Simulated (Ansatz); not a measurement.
# Cu2O: carrier doping

Consider Cu₂O (space group Pn-3m, No. 224).

```xyz
6
Lattice="4.2444 0.0000 0.0000 0.0000 4.2444 0.0000 0.0000 0.0000 4.2444" Properties=species:S:1:pos:R:3 pbc="T T T"
Cu     3.1833     3.1833     3.1833
Cu     3.1833     1.0611     1.0611
Cu     1.0611     3.1833     1.0611
Cu     1.0611     1.0611     3.1833
O      0.0000     0.0000     0.0000
O      2.1222     2.1222     2.1222
```

Carriers are added at fixed cell with a uniform background; the Fermi–Dirac width is that of 300 K.

The values are results of r2SCAN/PAW in Ansatz (a program for electronic structure), no SOC, earlier PAW set, not measurements.

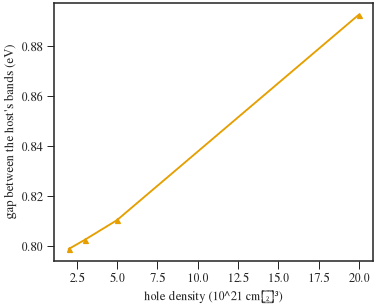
Figure: Gap between the host's bands against hole density

```
hole density (10^21 cm⁻³)  gap between the host's bands
-------------------------  ----------------------------
2                                               0.80 eV
3                                               0.80 eV
5                                               0.81 eV
20                                              0.89 eV
```

Carriers are added with a uniform compensating background; total energy and stress of such cells depend on the potential's zero and are not compared; many-body gap narrowing is missing at this level. Stability against distortions was not tested. No Hubbard U is applied. The final runs are not spin-polarised.
